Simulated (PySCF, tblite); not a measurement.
# C5H12OSi: geometry, infrared bands and NMR shifts

What infrared bands and NMR shifts should C5H12OSi (`CC[SiH2]C(=O)CC`) show?

The runs use tblite 0.8.0 and PySCF 2.14.0, with density-fitted response routines of our own; the level of theory stands in each step. All values are computed, except where a source is named. Atoms count from 0, in the outputs and in this text.

## 1. Starting geometry

19 atoms, charge 0, multiplicity 1; geometry from: force field or distance geometry start.

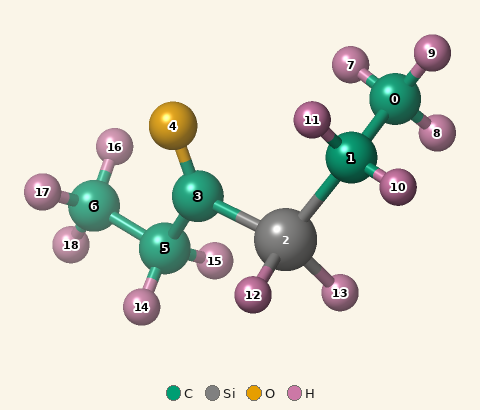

The starting geometry (carbon teal, silicon grey, oxygen amber, hydrogen pink), atoms numbered.

## 2. Geometry optimisation with GFN2-xTB

Job settings and geometry (Å):

```
{"job": {"kind": "relax", "xc": "GFN2-xTB", "basis": "xTB"}, "charge": 0, "multiplicity": 1}
C     -2.497900    -1.145600     0.532100
C     -2.432200     0.184500    -0.227800
Si    -0.832700     0.471200    -1.170200
C      0.682800     0.529100    -0.061600
O      0.502400     0.841000     1.122000
C      2.010400     0.160200    -0.671700
C      3.149700     0.248500     0.335100
H     -1.707800    -1.220900     1.288900
H     -2.411100    -1.998700    -0.147600
H     -3.472700    -1.226600     1.053800
H     -3.270100     0.232400    -0.921800
H     -2.566200     0.997000     0.497900
H     -0.969100     1.746000    -1.931900
H     -0.687000    -0.605900    -2.191500
H      2.216200     0.855200    -1.496700
H      1.956100    -0.859000    -1.049900
H      2.981900    -0.434700     1.181200
H      3.238300     1.252900     0.744800
H      4.099100    -0.017200    -0.127500
```

The run is started by

```
> OMP_NUM_THREADS=1 python probes_run.py task.json out
```

This one command runs all jobs of the session in turn.

What it wrote:

```text
step      E/eV     max force
  0    -614.48461    1.810
  1    -614.54480    2.020
  2    -614.58706    0.319
  3    -614.59677    0.287
  4    -614.60412    0.201
  5    -614.60710    0.138
  6    -614.60925    0.120
  7    -614.61092    0.120
  8    -614.61239    0.109
  9    -614.61338    0.096
 10    -614.61415    0.071
 11    -614.61492    0.080
 12    -614.61570    0.073
 13    -614.61630    0.046
 14    -614.61666    0.039
 15    -614.61690    0.046
 16    -614.61713    0.045
 17    -614.61735    0.037
 18    -614.61757    0.034
 19    -614.61780    0.038
 20    -614.61806    0.044
 21    -614.61830    0.037
 22    -614.61852    0.029
 23    -614.61873    0.029
 24    -614.61895    0.042
 25    -614.61917    0.043
 26    -614.61935    0.030
 27    -614.61948    0.025
 28    -614.61961    0.026
 29    -614.61975    0.032
 30    -614.61987    0.027
 31    -614.61996    0.025
 32    -614.62004    0.020
 33    -614.62013    0.028
 34    -614.62022    0.029
 35    -614.62031    0.023
 36    -614.62040    0.025
 37    -614.62047    0.022
 38    -614.62054    0.019
 39    -614.62059    0.018
 40    -614.62065    0.021
 41    -614.62069    0.019
 42    -614.62072    0.017
 43    -614.62075    0.012
 44    -614.62079    0.015
 45    -614.62082    0.017
 46    -614.62087    0.020
 47    -614.62091    0.022
 48    -614.62096    0.016
 49    -614.62101    0.018
 50    -614.62107    0.021
 51    -614.62112    0.015
 52    -614.62115    0.011
 53    -614.62118    0.014
 54    -614.62122    0.019
 55    -614.62126    0.018
 56    -614.62130    0.015
 57    -614.62132    0.011
 58    -614.62134    0.009
```

Wall time 0.31 s (1 thread of Arm Neoverse V2, shared host); peak memory 0.18 GiB.

Along the way: (not every step is listed)

```
step  energy from step 0 (eV)  largest force (eV/Å)
   0                   0.0000                1.8105
   1                  -0.0602                2.0198
   2                  -0.1024                0.3192
   3                  -0.1122                0.2869
   4                  -0.1195                0.2013
   5                  -0.1225                0.1380
   6                  -0.1246                0.1197
   7                  -0.1263                0.1197
   8                  -0.1278                0.1087
  12                  -0.1311                0.0726
  16                  -0.1325                0.0454
  20                  -0.1335                0.0443
  24                  -0.1343                0.0419
  28                  -0.1350                0.0256
  32                  -0.1354                0.0201
  36                  -0.1358                0.0250
  40                  -0.1360                0.0209
  44                  -0.1362                0.0149
  48                  -0.1363                0.0161
  52                  -0.1365                0.0112
  53                  -0.1366                0.0136
  54                  -0.1366                0.0186
  55                  -0.1367                0.0181
  56                  -0.1367                0.0153
  57                  -0.1367                0.0110
  58                  -0.1367                0.0094
```

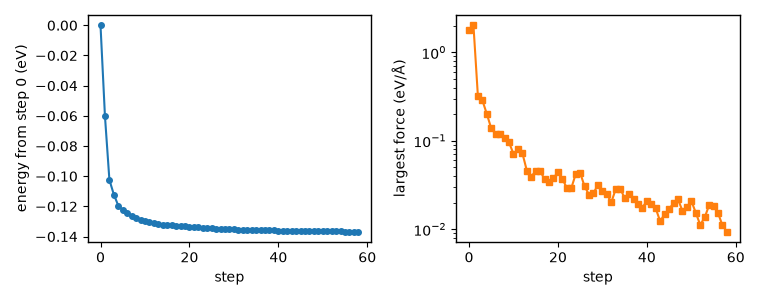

Energy and force, step by step.

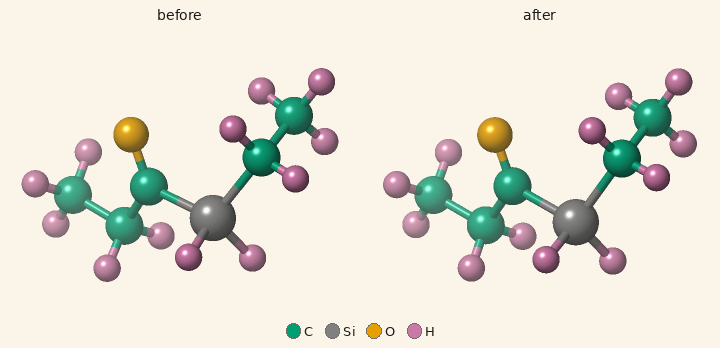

The geometry before (left) and after (right).

Distances of close pairs at the start and the end, largest changes first:

```
   bond  before (Å)  after (Å)  change (Å)
 Si2–C3       1.879      1.932      +0.053
  C3–O4       1.237      1.210      -0.027
Si2–H12       1.491      1.467      -0.025
Si2–H13       1.491      1.469      -0.023
  C0–H9       1.109      1.089      -0.020
 C1–Si2       1.878      1.898      +0.020
 C6–H16       1.100      1.087      -0.013
  C0–H7       1.097      1.087      -0.009
```

The final coordinates are the input of the step that follows.

## 3. Vibrational analysis with GFN2-xTB

Job settings and geometry (Å):

```
{"job": {"kind": "ir", "xc": "GFN2-xTB", "basis": "xTB"}, "charge": 0, "multiplicity": 1}
C     -2.457315    -1.123869     0.528158
C     -2.449083     0.203740    -0.226437
Si    -0.871227     0.463540    -1.248884
C      0.638783     0.466750    -0.044414
O      0.496782     0.734560     1.127162
C      1.989574     0.142354    -0.640423
C      3.133962     0.259316     0.356516
H     -1.620857    -1.169335     1.221596
H     -2.378139    -1.962156    -0.161464
H     -3.377526    -1.237658     1.098797
H     -3.324892     0.255822    -0.876332
H     -2.546268     1.017849     0.494269
H     -0.885008     1.759222    -1.936089
H     -0.662924    -0.611789    -2.227039
H      2.138090     0.812628    -1.491016
H      1.926444    -0.872405    -1.042822
H      2.968047    -0.411081     1.196401
H      3.189995     1.274072     0.743517
H      4.081760     0.007692    -0.113588
```

What it wrote:

```text
mode    cm-1     km/mol
  1      -6.1      2.83
  2      45.4      0.63
  3      64.8      0.04
  4      99.2      0.67
  5     171.6      0.23
  6     191.2      1.60
  7     236.3      0.17
  8     262.8      4.02
  9     303.7      2.58
 10     350.8     11.07
 11     428.4     26.17
 12     499.7     58.76
 13     581.1      7.47
 14     653.1    103.37
 15     707.0     51.14
 16     724.2     15.47
 17     762.1    213.61
 18     774.7    221.28
 19     784.3     13.60
 20     974.9     19.42
 21     982.3     16.30
 22    1021.9      4.17
 23    1025.7      5.89
 24    1041.7      0.35
 25    1074.4     11.09
 26    1115.0     17.05
 27    1221.9      0.63
 28    1238.1      3.40
 29    1288.2      2.79
 30    1304.9     15.35
 31    1407.2      4.85
 32    1417.5      0.90
 33    1441.1      8.13
 34    1471.9      0.83
 35    1488.8      3.07
 36    1498.8      3.22
 37    1506.9      1.59
 38    1512.7      4.26
 39    1727.6    188.14
 40    2219.4    374.99
 41    2235.7    219.55
 42    2950.3     20.99
 43    2966.4     39.17
 44    2968.5     24.06
 45    2980.4     19.44
 46    3016.8     50.08
 47    3024.7     43.68
 48    3033.9     42.72
 49    3040.1     19.69
 50    3041.7     28.34
 51    3048.2     16.82
```

Run time: 0.55 s. Hardware: 1 thread of Arm Neoverse V2, shared host; peak memory 0.18 GiB.

Which atoms move in the most intense modes:

```
cm⁻¹  km/mol                                  atoms
 500    58.8  H12 26 %, Si2 19 %, C3 18 %, H13 17 %
 653   103.4  H13 41 %, H12 26 %, C1 12 %, H10 11 %
 707    51.1     C5 20 %, C3 16 %, O4 16 %, C1 12 %
 762   213.6  Si2 23 %, H13 15 %, C1 13 %, H12 12 %
 775   221.3                     H13 38 %, H12 38 %
1728   188.1                       C3 59 %, O4 39 %
2219   375.0                               H13 90 %
2236   219.6                               H12 91 %
```

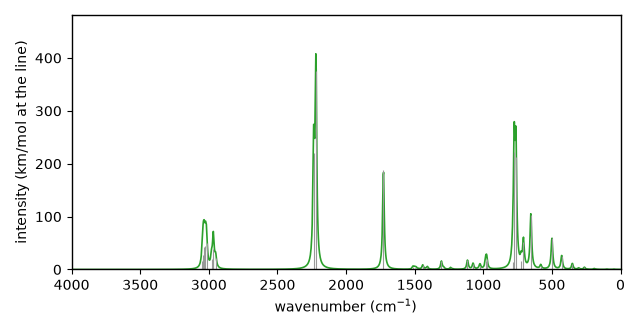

The infrared spectrum from these modes, unscaled. Lines are broadened to a width of 14 cm⁻¹ (Lorentzian).

## 4. Nuclear shieldings: PBE0/pcSseg-1

The job, as its differences from that of step 3:

```diff
@@ -1,2 +1,2 @@
-{"job": {"kind": "ir", "xc": "GFN2-xTB", "basis": "xTB"}, "charge": 0, "multiplicity": 1}
+{"job": {"kind": "nmr", "xc": "PBE0", "basis": "pcSseg-1"}, "charge": 0, "multiplicity": 1}
 C     -2.457315    -1.123869     0.528158
```

Level: GIAO PBE0/pcSseg-1 NMR shielding, non-relativistic, gas phase.

What it wrote:

```text
coarse grid: 15584 points
cycle   1  E = -561.7848318721  dE =  5.535e-01  |g| = 8.106e-01  |ddm| = 3.720e+00
cycle   2  E = -561.3403930167  dE =  4.444e-01  |g| = 1.686e+00  |ddm| = 2.447e+00
cycle   3  E = -561.9172553607  dE = -5.769e-01  |g| = 1.921e-01  |ddm| = 1.983e+00
cycle   4  E = -561.9250546340  dE = -7.799e-03  |g| = 6.978e-02  |ddm| = 2.031e-01
cycle   5  E = -561.9261481636  dE = -1.094e-03  |g| = 1.086e-02  |ddm| = 6.140e-02
cycle   6  E = -561.9261771364  dE = -2.897e-05  |g| = 3.458e-03  |ddm| = 1.490e-02
cycle   7  E = -561.9261795720  dE = -2.436e-06  |g| = 1.074e-03  |ddm| = 3.530e-03
final grid: 143640 points
cycle   8  E = -561.9777867031  dE = -2.203e-05  |g| = 1.299e-02  |ddm| = 2.486e-02
cycle   9  E = -561.9777114599  dE =  7.524e-05  |g| = 2.373e-02  |ddm| = 2.697e-02
cycle  10  E = -561.9778199969  dE = -1.085e-04  |g| = 3.196e-03  |ddm| = 1.910e-02
cycle  11  E = -561.9778222032  dE = -2.206e-06  |g| = 1.595e-04  |ddm| = 2.509e-03
cycle  12  E = -561.9778222079  dE = -4.688e-09  |g| = 7.353e-05  |ddm| = 2.337e-04
cycle  13  E = -561.9778222091  dE = -1.232e-09  |g| = 2.248e-05  |ddm| = 8.452e-05
cycle  14  E = -561.9778222092  dE = -1.273e-10  |g| = 4.309e-06  |ddm| = 2.364e-05
converged SCF energy = -561.9778222092

GIAO shielding tensors (ppm)
atom      isotropic    diamagn.    paramagn.     s11        s22        s33       span
  0 C      176.222     248.300     -72.078    167.739    172.719    188.207     20.468
  1 C      183.112     252.553     -69.442    174.914    182.878    191.542     16.628
  2 Si     409.210     883.003    -473.794    352.746    400.267    474.616    121.869
  3 C      -60.618     254.688    -315.306   -167.256   -114.251     99.653    266.909
  4 O     -485.708     403.735    -889.443  -1359.488   -496.565    398.929   1758.417
  5 C      135.879     256.150    -120.271     96.752    134.258    176.627     79.874
  6 C      178.696     243.808     -65.112    174.777    177.986    183.324      8.547
  7 H       30.609      32.624      -2.016     25.660     30.296     35.870     10.211
  8 H       30.991      30.724       0.266     26.555     29.243     37.174     10.619
  9 H       30.352      28.351       2.001     25.343     27.579     38.133     12.790
 10 H       31.021      29.368       1.654     26.070     28.830     38.163     12.093
 11 H       30.505      31.960      -1.455     26.586     27.961     36.969     10.383
 12 H       27.455      30.718      -3.264     24.114     26.171     32.079      7.965
 13 H       27.405      31.402      -3.997     23.946     26.978     31.291      7.345
 14 H       28.933      31.853      -2.920     24.977     29.245     32.578      7.602
 15 H       29.011      33.029      -4.018     25.237     29.127     32.670      7.432
 16 H       30.435      29.449       0.986     26.311     28.562     36.433     10.123
 17 H       30.605      28.628       1.977     26.756     28.241     36.819     10.063
 18 H       30.933      26.505       4.428     26.282     28.798     37.719     11.437
```

It took 30 s on 1 thread of Arm Neoverse V2, shared host; peak memory 0.83 GiB.

Shifts follow as δ = σ(reference) − σ, with reference shieldings (ppm) from runs at the same level and on the same kind of geometry: 1H TMS 31.72, 13C TMS 186.9, 29Si TMS 349.2, 17O H2O 336.1. The references are single molecules in the gas phase, so shifts against H2O, NH3, PH3, H3PO4 or CFCl3 are not on the usual liquid scales and can be off by tens of ppm. Atoms listed in one row are averaged.

```
        atoms                             environment  σ (ppm)  δ (ppm)  δ scaled to CDCl3
           C3                         carbonyl carbon    -60.6    247.5              239.7
           C5                 sp3 CH2 α to a carbonyl    135.9     51.0               47.9
           C0                           methyl carbon    176.2     10.7                8.5
           C6                           methyl carbon    178.7      8.2                6.1
           C1                    sp3 CH2 bonded to Si    183.1      3.8                1.8
     H12, H13     hydrogen on a silicon bonded to 2 C    27.43     4.29                  –
     H14, H15  hydrogen on an sp3 CH2 α to a carbonyl    28.97     2.74               2.69
   H7, H8, H9             hydrogen on a methyl carbon    30.65     1.07               1.11
H16, H17, H18             hydrogen on a methyl carbon    30.66     1.06               1.10
     H10, H11     hydrogen on an sp3 CH2 bonded to Si    30.76     0.95               1.00
          Si2              silicon bonded to 2 C, 2 H    409.2    -60.1                  –
           O4                         carbonyl oxygen   -485.7    821.8                  –
```

The scaled column applies a straight-line fit of computed shieldings to shifts measured in CDCl3 (root-mean-square error 0.16 ppm for H, 1.9 ppm for C).

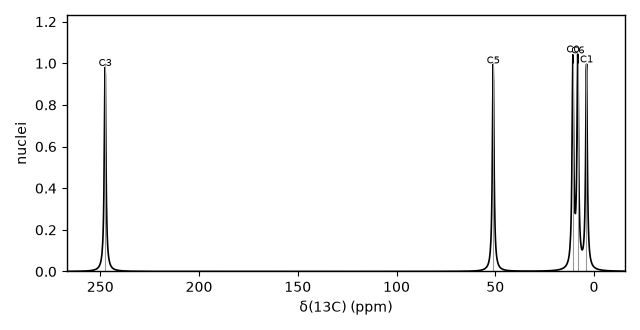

13C lines at the computed shifts, without couplings. Lines are broadened to a width of 0.97 ppm (Lorentzian).

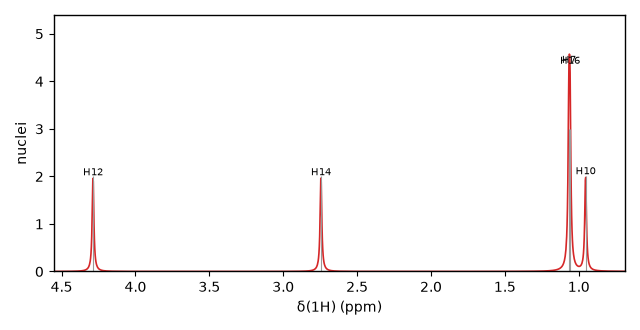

1H lines at the computed shifts, without couplings. Lines are broadened to a width of 0.01 ppm (Lorentzian).

The run also stored atomic charges by several schemes (e):

```
atoms  Mulliken    IAO  Hirshfeld  ESP fit
   C0     -0.30  -0.41      -0.12    -0.30
   C1     -0.56  -0.53      -0.15     0.08
  Si2      0.62   0.67       0.33     0.16
   C3     -0.02   0.15       0.09     0.39
   O4     -0.35  -0.40      -0.21    -0.45
   C5     -0.29  -0.31      -0.08     0.11
   C6     -0.25  -0.42      -0.12    -0.35
```

Mulliken charges:

C0 -0.30; C1 -0.56; Si2 0.62; C3 -0.02; O4 -0.35; C5 -0.29; C6 -0.25; H7 0.13; H8 0.11; H9 0.12; H10 0.14; H11 0.15; H12 -0.07; H13 -0.08; H14 0.15; H15 0.15; H16 0.12; H17 0.12; H18 0.12

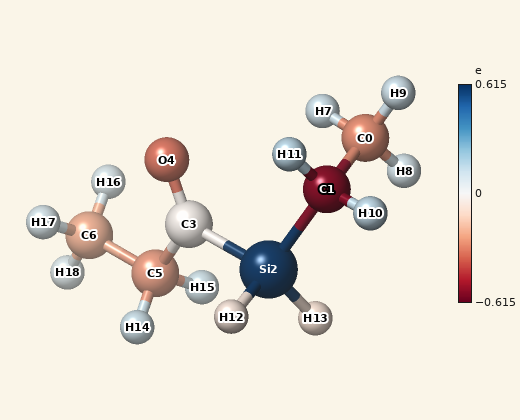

Mulliken charges, as colours on the atoms.

Mayer bond orders: C0–C1 1.05, C1–Si2 0.94, Si2–C3 0.81, C3–O4 1.96, C3–C5 0.94, C5–C6 1.06.

The fields below are evaluated on a grid from the run's orbitals.

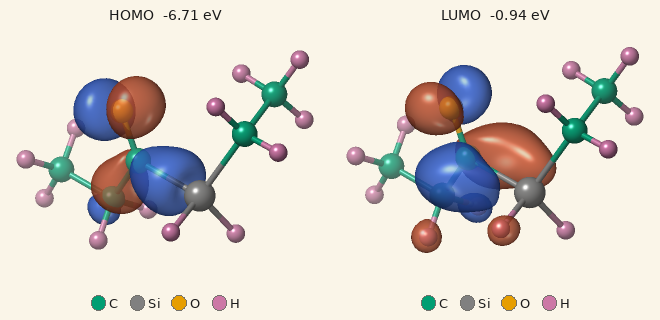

Frontier orbitals at PBE0/pcSseg-1; each surface holds 70 % of the orbital's density, blue and red mark the sign.

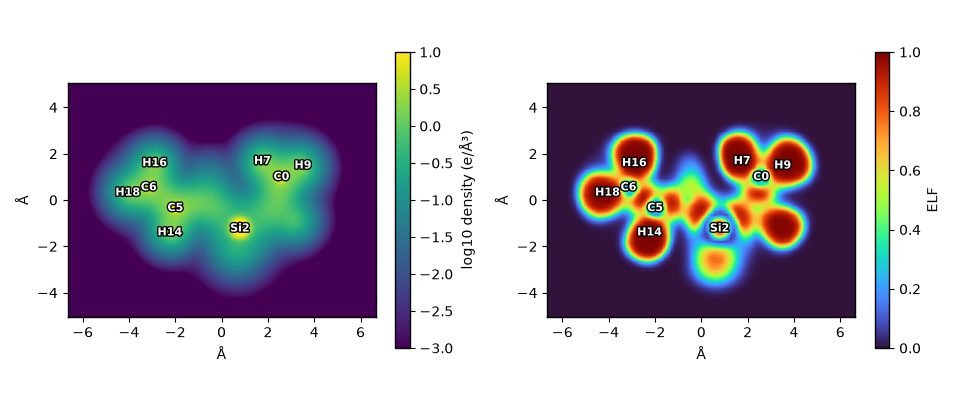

Density (left) and ELF (right) in a plane through or near 9 of the atoms.

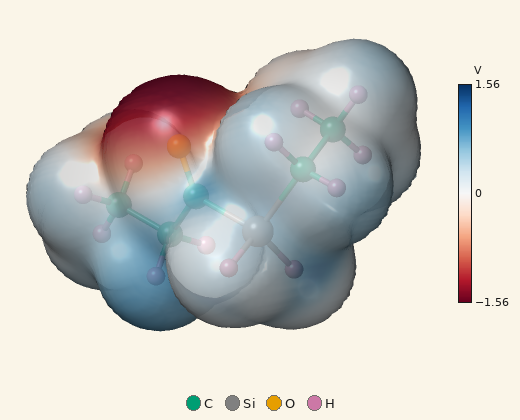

Electrostatic potential on the surface of density 0.002 e/bohr³; red is low, blue high. It runs from -1.56 V near O4 to 0.98 V near H14.

## 5. What came out

```
                                                              quantity                             value
                             strongest single infrared mode (GFN2-xTB)             2219 cm⁻¹, 375 km/mol
                                          zero-point energy (GFN2-xTB)                     97.1 kcal/mol
                                13C shifts against TMS (PBE0/pcSseg-1)   247.5, 51.0, 10.7, 8.2, 3.8 ppm
1H shifts against TMS (PBE0/pcSseg-1, means over atoms taken as alike)  4.29, 2.74, 1.07, 1.06, 0.95 ppm
                               29Si shifts against TMS (PBE0/pcSseg-1)                         -60.1 ppm
                                17O shifts against H2O (PBE0/pcSseg-1)                         821.8 ppm
                                 surface potential, least and greatest                -1.56 V and 0.98 V
```

What this shows: The optimisation took 58 steps and gained 0.137 eV; among the close pairs (by a distance rule), Si2–C3 changed most, from 1.879 to 1.932 Å. The lowest mode is slightly imaginary (6i cm⁻¹), a soft motion within the noise of the Hessian, so the minimum is not strictly shown. The strongest single mode, at 2219 cm⁻¹, moves mainly H13. Unscaled tight-binding wavenumbers are off by several per cent, some by more. Its intensities can rank the bands wrongly. At PBE0/pcSseg-1: The widest tensor belongs to O4: span 1758 ppm, with a paramagnetic part of -889 ppm. At PBE0/pcSseg-1, counted by nearest atom on the grid, the HOMO lies on O4 50 %; C3 15 %, the LUMO on C3 43 %; O4 30 %.
